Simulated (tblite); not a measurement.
# C$_{7}$H$_{9}$NSSi: geometry relaxation (part 2 of 2)

Continued. System: C$_{7}$H$_{9}$NSSi, SMILES [SiH3]Cc1csc2cc[nH]c12. Method: GFN2-xTB geometry optimisation, gas phase (tblite 0.8.0). It belongs to a series of runs on one base structure; here: H on C replaced by CH2SiH3.

### Trajectory as extended XYZ, continued
```
19
Properties=species:S:1:pos:R:3:forces:R:3 step=48 energy=-747.43191
Si   -2.6825    0.0114   -0.7016   -0.0010   0.0010  -0.0010
C    -1.4391    1.2751    0.0138   -0.0090   0.0010  -0.0040
C    -0.3280    0.5748    0.7142   -0.0070   0.0090   0.0030
C    -0.2611    0.3392    2.0520   -0.0010  -0.0080   0.0000
S     1.1373   -0.5626    2.5663    0.0070  -0.0010   0.0090
C     1.6852   -0.6490    0.9285   -0.0050   0.0010   0.0010
C     2.7428   -1.1653    0.1576   -0.0010  -0.0020   0.0030
C     2.4648   -0.8141   -1.1377    0.0030  -0.0020  -0.0010
N     1.2930   -0.1120   -1.1930    0.0020   0.0060   0.0000
C     0.7974   -0.0009    0.0707   -0.0100  -0.0020   0.0000
H    -3.7273    0.7471   -1.4169    0.0090  -0.0030  -0.0050
H    -1.9756   -0.8740   -1.6318   -0.0030   0.0080   0.0030
H    -3.2538   -0.7646    0.3964    0.0040  -0.0020  -0.0060
H    -1.0346    1.8990   -0.7854    0.0060  -0.0020   0.0050
H    -1.9523    1.9365    0.7123    0.0000  -0.0050   0.0020
H    -0.9673    0.6443    2.7993    0.0080   0.0080   0.0000
H     3.5909   -1.7186    0.5052    0.0070  -0.0010   0.0000
H     3.0246   -1.0176   -2.0291    0.0060  -0.0020  -0.0070
H     0.8758    0.2605   -2.0283   -0.0130  -0.0050   0.0000
19
Properties=species:S:1:pos:R:3:forces:R:3 step=51 energy=-747.43198
Si   -2.6816    0.0110   -0.7016    0.0000   0.0020   0.0000
C    -1.4398    1.2756    0.0136    0.0080   0.0010   0.0090
C    -0.3284    0.5762    0.7146    0.0030  -0.0110   0.0010
C    -0.2612    0.3389    2.0522    0.0000   0.0000   0.0010
S     1.1373   -0.5632    2.5668   -0.0040   0.0060  -0.0090
C     1.6840   -0.6494    0.9284    0.0020  -0.0010  -0.0020
C     2.7420   -1.1657    0.1576   -0.0020  -0.0020  -0.0040
C     2.4643   -0.8142   -1.1379   -0.0020   0.0020   0.0000
N     1.2929   -0.1109   -1.1931    0.0000   0.0000   0.0030
C     0.7964   -0.0009    0.0705    0.0040  -0.0020   0.0010
H    -3.7254    0.7459   -1.4180   -0.0010   0.0010  -0.0090
H    -1.9738   -0.8735   -1.6309    0.0030   0.0000  -0.0050
H    -3.2521   -0.7658    0.3959    0.0000  -0.0030  -0.0010
H    -1.0343    1.9001   -0.7846    0.0020  -0.0010   0.0000
H    -1.9531    1.9361    0.7124   -0.0060   0.0030   0.0050
H    -0.9662    0.6459    2.7998    0.0040   0.0060   0.0020
H     3.5904   -1.7194    0.5049   -0.0030   0.0050  -0.0010
H     3.0243   -1.0181   -2.0296   -0.0010   0.0020   0.0040
H     0.8745    0.2603   -2.0286   -0.0070  -0.0080   0.0060
19
Properties=species:S:1:pos:R:3:forces:R:3 step=55 energy=-747.43210
Si   -2.6793    0.0105   -0.7021    0.0040   0.0000  -0.0080
C    -1.4395    1.2763    0.0153   -0.0080  -0.0020  -0.0020
C    -0.3288    0.5764    0.7164   -0.0020   0.0020  -0.0020
C    -0.2611    0.3392    2.0539    0.0060   0.0110   0.0020
S     1.1375   -0.5628    2.5666    0.0060  -0.0060   0.0080
C     1.6827   -0.6504    0.9280    0.0050  -0.0010   0.0040
C     2.7398   -1.1669    0.1564    0.0030   0.0020   0.0010
C     2.4623   -0.8136   -1.1385   -0.0020  -0.0010   0.0000
N     1.2919   -0.1087   -1.1923   -0.0080  -0.0090  -0.0020
C     0.7951   -0.0009    0.0713    0.0010  -0.0010   0.0010
H    -3.7209    0.7446   -1.4228   -0.0020  -0.0010  -0.0020
H    -1.9697   -0.8728   -1.6314    0.0060  -0.0010  -0.0050
H    -3.2494   -0.7698    0.3933   -0.0010   0.0040  -0.0040
H    -1.0327    1.9004   -0.7828   -0.0040   0.0010   0.0060
H    -1.9561    1.9360    0.7127    0.0080   0.0000   0.0030
H    -0.9622    0.6512    2.8028   -0.0030  -0.0010   0.0020
H     3.5885   -1.7202    0.5030    0.0010  -0.0010   0.0000
H     3.0223   -1.0182   -2.0300   -0.0030   0.0060  -0.0010
H     0.8696    0.2589   -2.0273   -0.0040  -0.0040  -0.0020
19
Properties=species:S:1:pos:R:3:forces:R:3 step=59 energy=-747.43229
Si   -2.6760    0.0100   -0.7062   -0.0060  -0.0050  -0.0030
C    -1.4407    1.2761    0.0177    0.0150  -0.0030   0.0040
C    -0.3296    0.5759    0.7188    0.0060   0.0090   0.0150
C    -0.2580    0.3435    2.0570    0.0040  -0.0090   0.0070
S     1.1396   -0.5631    2.5684   -0.0080   0.0170  -0.0050
C     1.6827   -0.6515    0.9289   -0.0130   0.0090  -0.0050
C     2.7384   -1.1673    0.1550    0.0020   0.0060   0.0060
C     2.4588   -0.8133   -1.1393   -0.0030  -0.0090   0.0010
N     1.2873   -0.1102   -1.1915   -0.0040  -0.0060   0.0050
C     0.7937   -0.0023    0.0732   -0.0160  -0.0060   0.0020
H    -3.7165    0.7429   -1.4306    0.0040  -0.0040   0.0050
H    -1.9627   -0.8717   -1.6350    0.0030   0.0060   0.0020
H    -3.2471   -0.7728    0.3876    0.0000   0.0080  -0.0130
H    -1.0320    1.9012   -0.7783   -0.0030   0.0090  -0.0050
H    -1.9567    1.9361    0.7153    0.0000  -0.0100   0.0020
H    -0.9574    0.6576    2.8072    0.0050  -0.0070  -0.0060
H     3.5872   -1.7206    0.5009    0.0090  -0.0020  -0.0030
H     3.0190   -1.0154   -2.0308    0.0000   0.0000  -0.0120
H     0.8604    0.2540   -2.0258    0.0040  -0.0020   0.0010
19
Properties=species:S:1:pos:R:3:forces:R:3 step=62 energy=-747.43244
Si   -2.6726    0.0092   -0.7100    0.0120   0.0090   0.0030
C    -1.4405    1.2760    0.0201    0.0020   0.0060  -0.0020
C    -0.3299    0.5769    0.7222    0.0030  -0.0010  -0.0070
C    -0.2554    0.3465    2.0604   -0.0090  -0.0040  -0.0040
S     1.1406   -0.5620    2.5696    0.0140   0.0100   0.0000
C     1.6811   -0.6522    0.9292    0.0070  -0.0030   0.0020
C     2.7373   -1.1667    0.1546   -0.0030  -0.0020  -0.0030
C     2.4553   -0.8142   -1.1399   -0.0030  -0.0030   0.0000
N     1.2826   -0.1126   -1.1907    0.0000  -0.0060  -0.0010
C     0.7902   -0.0045    0.0745    0.0040  -0.0060  -0.0030
H    -3.7113    0.7418   -1.4365   -0.0010  -0.0010   0.0010
H    -1.9554   -0.8704   -1.6375    0.0050   0.0040  -0.0010
H    -3.2448   -0.7751    0.3810   -0.0080  -0.0010  -0.0020
H    -1.0320    1.9036   -0.7743    0.0010   0.0030  -0.0020
H    -1.9577    1.9345    0.7180   -0.0110  -0.0100   0.0030
H    -0.9528    0.6629    2.8107   -0.0050  -0.0030   0.0080
H     3.5871   -1.7203    0.4988   -0.0040   0.0100  -0.0030
H     3.0158   -1.0127   -2.0327   -0.0110  -0.0040   0.0060
H     0.8527    0.2483   -2.0249    0.0070   0.0000   0.0030
19
Properties=species:S:1:pos:R:3:forces:R:3 step=66 energy=-747.43265
Si   -2.6650    0.0095   -0.7149   -0.0080  -0.0060  -0.0030
C    -1.4397    1.2777    0.0230   -0.0090  -0.0030   0.0000
C    -0.3297    0.5786    0.7260   -0.0110  -0.0110   0.0000
C    -0.2535    0.3497    2.0644    0.0050   0.0040  -0.0010
S     1.1455   -0.5565    2.5718   -0.0010   0.0050   0.0060
C     1.6802   -0.6531    0.9300    0.0010   0.0010   0.0010
C     2.7345   -1.1674    0.1530    0.0030  -0.0040   0.0000
C     2.4489   -0.8166   -1.1408    0.0010   0.0000  -0.0020
N     1.2758   -0.1166   -1.1893   -0.0040   0.0010  -0.0030
C     0.7867   -0.0077    0.0767    0.0060   0.0130   0.0030
H    -3.7048    0.7368   -1.4452    0.0040   0.0060   0.0010
H    -1.9419   -0.8668   -1.6411    0.0060   0.0040   0.0000
H    -3.2427   -0.7781    0.3710   -0.0010  -0.0010  -0.0010
H    -1.0319    1.9087   -0.7691    0.0030   0.0060   0.0130
H    -1.9622    1.9300    0.7227   -0.0050   0.0020  -0.0020
H    -0.9475    0.6688    2.8173    0.0020  -0.0050  -0.0050
H     3.5854   -1.7198    0.4947    0.0120   0.0010   0.0070
H     3.0075   -1.0117   -2.0349    0.0010  -0.0180  -0.0050
H     0.8445    0.2435   -2.0228   -0.0030   0.0060  -0.0080
19
Properties=species:S:1:pos:R:3:forces:R:3 step=70 energy=-747.43293
Si   -2.6589    0.0091   -0.7218   -0.0060  -0.0010  -0.0040
C    -1.4416    1.2778    0.0269    0.0030  -0.0080   0.0100
C    -0.3325    0.5764    0.7298    0.0140   0.0130   0.0050
C    -0.2499    0.3538    2.0688    0.0030  -0.0020   0.0030
S     1.1522   -0.5482    2.5754    0.0010  -0.0050  -0.0180
C     1.6804   -0.6533    0.9313    0.0030   0.0210  -0.0080
C     2.7330   -1.1680    0.1514    0.0010   0.0130   0.0030
C     2.4423   -0.8196   -1.1424    0.0010  -0.0100   0.0020
N     1.2670   -0.1226   -1.1888    0.0130   0.0020   0.0020
C     0.7839   -0.0095    0.0794   -0.0090  -0.0080  -0.0100
H    -3.6961    0.7365   -1.4545   -0.0050   0.0100  -0.0090
H    -1.9262   -0.8608   -1.6461    0.0020  -0.0020  -0.0020
H    -3.2431   -0.7818    0.3580    0.0010  -0.0060   0.0000
H    -1.0306    1.9159   -0.7583   -0.0050  -0.0040   0.0110
H    -1.9694    1.9244    0.7279    0.0010  -0.0010   0.0030
H    -0.9408    0.6739    2.8239   -0.0060   0.0010  -0.0040
H     3.5885   -1.7150    0.4923   -0.0100   0.0050  -0.0040
H     2.9984   -1.0164   -2.0382   -0.0060  -0.0160   0.0040
H     0.8337    0.2365   -2.0223    0.0030  -0.0010   0.0150
19
Properties=species:S:1:pos:R:3:forces:R:3 step=73 energy=-747.43323
Si   -2.6537    0.0082   -0.7303    0.0130   0.0170   0.0020
C    -1.4435    1.2760    0.0329   -0.0100   0.0080   0.0010
C    -0.3336    0.5758    0.7351    0.0050   0.0120  -0.0100
C    -0.2454    0.3581    2.0743   -0.0040   0.0030  -0.0070
S     1.1601   -0.5391    2.5771    0.0140  -0.0190   0.0100
C     1.6812   -0.6496    0.9315    0.0160   0.0040   0.0080
C     2.7319   -1.1660    0.1502    0.0020   0.0100  -0.0020
C     2.4350   -0.8249   -1.1440    0.0000   0.0030  -0.0020
N     1.2590   -0.1288   -1.1881   -0.0010   0.0000  -0.0040
C     0.7795   -0.0121    0.0810    0.0110   0.0030  -0.0010
H    -3.6864    0.7390   -1.4662   -0.0030   0.0030  -0.0100
H    -1.9087   -0.8543   -1.6521   -0.0080  -0.0040  -0.0020
H    -3.2436   -0.7875    0.3429    0.0020  -0.0080  -0.0040
H    -1.0299    1.9228   -0.7438   -0.0120  -0.0140  -0.0070
H    -1.9775    1.9175    0.7339    0.0020  -0.0100   0.0190
H    -0.9344    0.6795    2.8303   -0.0070   0.0040   0.0040
H     3.5910   -1.7086    0.4890   -0.0140   0.0010   0.0030
H     2.9868   -1.0260   -2.0415   -0.0060  -0.0120   0.0070
H     0.8223    0.2293   -2.0198    0.0000  -0.0020  -0.0040
19
Properties=species:S:1:pos:R:3:forces:R:3 step=77 energy=-747.43363
Si   -2.6461    0.0104   -0.7413   -0.0130  -0.0100   0.0010
C    -1.4470    1.2751    0.0419    0.0150  -0.0040   0.0060
C    -0.3335    0.5767    0.7408    0.0000  -0.0100   0.0140
C    -0.2391    0.3638    2.0805    0.0070  -0.0070   0.0080
S     1.1715   -0.5307    2.5809   -0.0250   0.0190  -0.0060
C     1.6857   -0.6428    0.9334   -0.0130   0.0060  -0.0050
C     2.7317   -1.1613    0.1483    0.0020  -0.0090   0.0030
C     2.4257   -0.8306   -1.1462    0.0010   0.0030   0.0030
N     1.2484   -0.1370   -1.1875   -0.0020   0.0040   0.0040
C     0.7771   -0.0133    0.0840    0.0060   0.0230   0.0070
H    -3.6750    0.7418   -1.4842    0.0160  -0.0060   0.0040
H    -1.8899   -0.8462   -1.6606   -0.0150   0.0050   0.0020
H    -3.2435   -0.7954    0.3214    0.0060   0.0020  -0.0160
H    -1.0328    1.9287   -0.7282   -0.0160   0.0150  -0.0120
H    -1.9862    1.9066    0.7479    0.0040  -0.0040   0.0070
H    -0.9269    0.6868    2.8377    0.0130  -0.0050  -0.0060
H     3.5918   -1.7013    0.4861    0.0140  -0.0110   0.0050
H     2.9714   -1.0411   -2.0448    0.0000  -0.0040  -0.0090
H     0.8070    0.2191   -2.0175    0.0010  -0.0070  -0.0090
19
Properties=species:S:1:pos:R:3:forces:R:3 step=81 energy=-747.43395
Si   -2.6393    0.0106   -0.7483    0.0080   0.0010   0.0020
C    -1.4486    1.2750    0.0491   -0.0130   0.0020  -0.0060
C    -0.3334    0.5783    0.7459    0.0000   0.0090  -0.0120
C    -0.2349    0.3676    2.0854   -0.0060   0.0080  -0.0090
S     1.1768   -0.5230    2.5828    0.0170  -0.0030   0.0020
C     1.6872   -0.6373    0.9340    0.0110   0.0000   0.0040
C     2.7304   -1.1597    0.1472   -0.0040  -0.0090   0.0010
C     2.4185   -0.8351   -1.1477    0.0020  -0.0060   0.0030
N     1.2409   -0.1411   -1.1872    0.0120   0.0060   0.0010
C     0.7763   -0.0095    0.0862    0.0040  -0.0040  -0.0030
H    -3.6619    0.7427   -1.4970    0.0000   0.0040  -0.0020
H    -1.8758   -0.8404   -1.6654   -0.0030  -0.0040  -0.0110
H    -3.2410   -0.8034    0.3035   -0.0090  -0.0090   0.0070
H    -1.0392    1.9370   -0.7172   -0.0090   0.0060   0.0110
H    -1.9934    1.8971    0.7595    0.0050   0.0010  -0.0010
H    -0.9198    0.6921    2.8437   -0.0050  -0.0010   0.0090
H     3.5925   -1.6983    0.4842   -0.0060  -0.0020  -0.0030
H     2.9581   -1.0543   -2.0483   -0.0040   0.0080   0.0040
H     0.7970    0.2109   -2.0179    0.0020  -0.0080   0.0050
19
Properties=species:S:1:pos:R:3:forces:R:3 step=84 energy=-747.43411
Si   -2.6345    0.0102   -0.7533   -0.0020  -0.0030   0.0000
C    -1.4510    1.2749    0.0532   -0.0010   0.0050   0.0020
C    -0.3331    0.5801    0.7480    0.0040   0.0060   0.0000
C    -0.2322    0.3715    2.0879    0.0050   0.0030  -0.0010
S     1.1823   -0.5168    2.5839    0.0020   0.0040   0.0100
C     1.6894   -0.6334    0.9347    0.0010  -0.0070   0.0050
C     2.7289   -1.1609    0.1466    0.0050   0.0060  -0.0020
C     2.4138   -0.8390   -1.1480   -0.0020  -0.0030  -0.0040
N     1.2377   -0.1431   -1.1861    0.0010   0.0050   0.0000
C     0.7762   -0.0078    0.0877    0.0020  -0.0040   0.0030
H    -3.6536    0.7427   -1.5065   -0.0030   0.0050   0.0010
H    -1.8669   -0.8365   -1.6711    0.0000  -0.0030  -0.0070
H    -3.2408   -0.8094    0.2921   -0.0050  -0.0040   0.0030
H    -1.0450    1.9443   -0.7080    0.0020   0.0030  -0.0010
H    -1.9968    1.8912    0.7674   -0.0130  -0.0010   0.0030
H    -0.9152    0.6956    2.8486    0.0000  -0.0010  -0.0060
H     3.5926   -1.6974    0.4823   -0.0050  -0.0090   0.0010
H     2.9488   -1.0606   -2.0504    0.0090   0.0010  -0.0020
H     0.7897    0.2036   -2.0165    0.0000  -0.0020  -0.0050
19
Properties=species:S:1:pos:R:3:forces:R:3 step=88 energy=-747.43420
Si   -2.6361    0.0098   -0.7533    0.0010   0.0020  -0.0010
C    -1.4517    1.2745    0.0538    0.0010  -0.0040   0.0010
C    -0.3319    0.5811    0.7477    0.0000  -0.0020   0.0020
C    -0.2309    0.3722    2.0875    0.0030   0.0030   0.0020
S     1.1840   -0.5146    2.5851    0.0030   0.0020  -0.0080
C     1.6911   -0.6327    0.9355   -0.0030   0.0020  -0.0060
C     2.7305   -1.1602    0.1470   -0.0020  -0.0030   0.0010
C     2.4147   -0.8399   -1.1481    0.0050   0.0050   0.0030
N     1.2397   -0.1420   -1.1858    0.0000  -0.0050  -0.0010
C     0.7778   -0.0073    0.0881   -0.0010   0.0040  -0.0030
H    -3.6536    0.7464   -1.5057    0.0000  -0.0010   0.0060
H    -1.8712   -0.8368   -1.6745   -0.0030   0.0030   0.0030
H    -3.2441   -0.8108    0.2911    0.0020   0.0030  -0.0060
H    -1.0474    1.9451   -0.7076    0.0000  -0.0010   0.0040
H    -1.9984    1.8896    0.7688   -0.0050  -0.0070  -0.0030
H    -0.9153    0.6942    2.8478   -0.0020   0.0040  -0.0020
H     3.5929   -1.6987    0.4830   -0.0020  -0.0060  -0.0010
H     2.9501   -1.0614   -2.0505    0.0030   0.0010   0.0050
H     0.7902    0.2009   -2.0172    0.0000   0.0000   0.0030
```

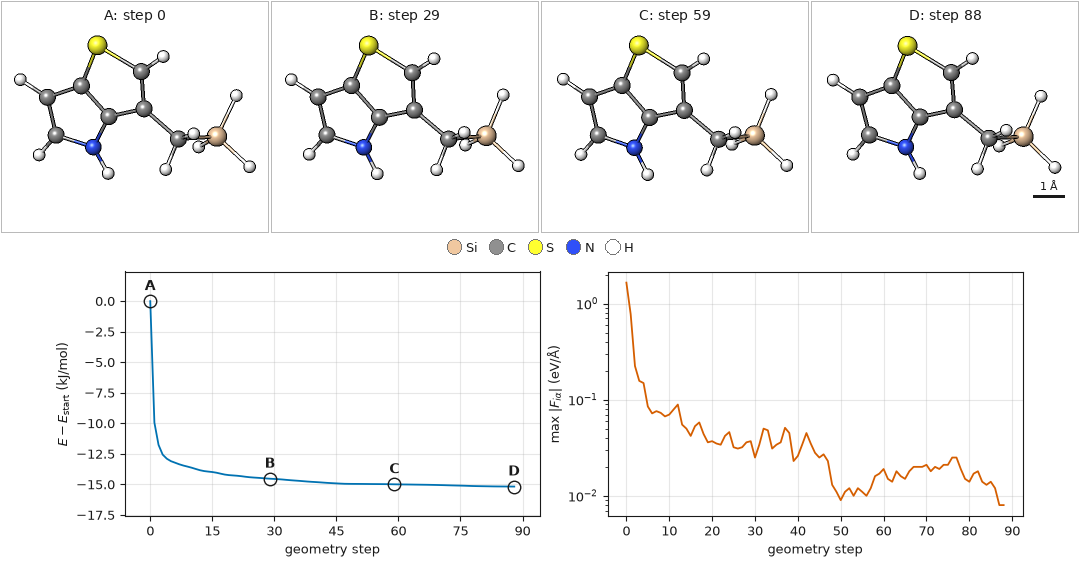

Figure 1. Frames of the relaxation (ball-and-stick view, seen at a tilt) above the curves, on which the letters mark them (steps are counted from 0).

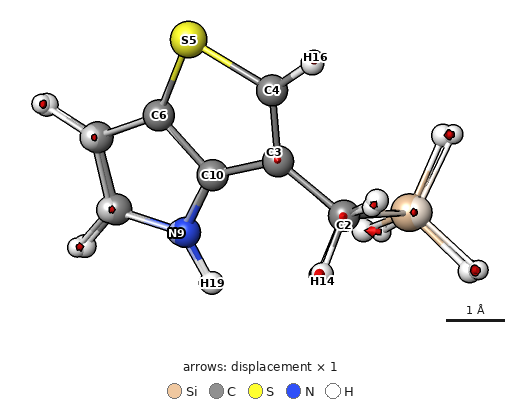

Figure 2. Start (faint) and end (solid) with the displacements as red arrows, at true length (ball-and-stick view, seen at a tilt). The two geometries are laid on each other by the best rigid fit. The largest move after the best rigid fit is that of H12, 0.32 Å. By element the largest moves are H 0.32 Å, Si 0.13 Å, C 0.12 Å, N 0.09 Å, S 0.02 Å. Distances before and after: Si1–C2 1.863 → 1.911 Å, C6–C10 1.360 → 1.394 Å, Si1–H11 1.495 → 1.464 Å, C2–C3 1.514 → 1.489 Å. Among the angles that change: Si1–C2–C3 115.1° → 110.8°, H11–Si1–H13 107.5° → 111.1°, C10–N9–H19 123.1° → 126.0°. The energy falls by 15.2 kJ/mol in 88 geometry steps. Largest force component: 1.7 eV/Å at the start, 0.008 eV/Å at the end. (Atoms are counted from 1 in the order of the input.)

The run was set up as follows.

### The input
```
{"job": {"kind": "relax", "xc": "GFN2-xTB", "basis": "xTB"}, "charge": 0, "multiplicity": 1}
Si    -2.750100     0.067700    -0.710500
C     -1.433700     1.193500    -0.024900
C     -0.321300     0.496900     0.730200
C     -0.234700     0.302600     2.081600
S      1.187800    -0.536200     2.594400
C      1.707900    -0.617500     0.937100
C      2.810200    -1.109900     0.175000
C      2.527900    -0.796200    -1.127900
N      1.324000    -0.151800    -1.194000
C      0.818500    -0.037500     0.086900
H     -3.802300     0.889700    -1.383600
H     -2.183900    -0.847800    -1.727700
H     -3.418200    -0.720900     0.373900
H     -0.996700     1.777600    -0.838100
H     -1.910900     1.923000     0.656500
H     -0.946500     0.594400     2.862500
H      3.686900    -1.624200     0.551200
H      3.081200    -0.998900    -2.037800
H      0.844100     0.205000    -2.012100
```

The first line tells a small driver script what to run in tblite; the rest is the geometry in Å.

Command:
```bash
OMP_NUM_THREADS=1 python <driver script> task.json out
```

### Key numbers

- outcome: converged
- total energy: −747.4342 eV
- hardware: 1 CPU thread, shared host
- wall time: 0.71 s
- peak memory: 0.18 GiB
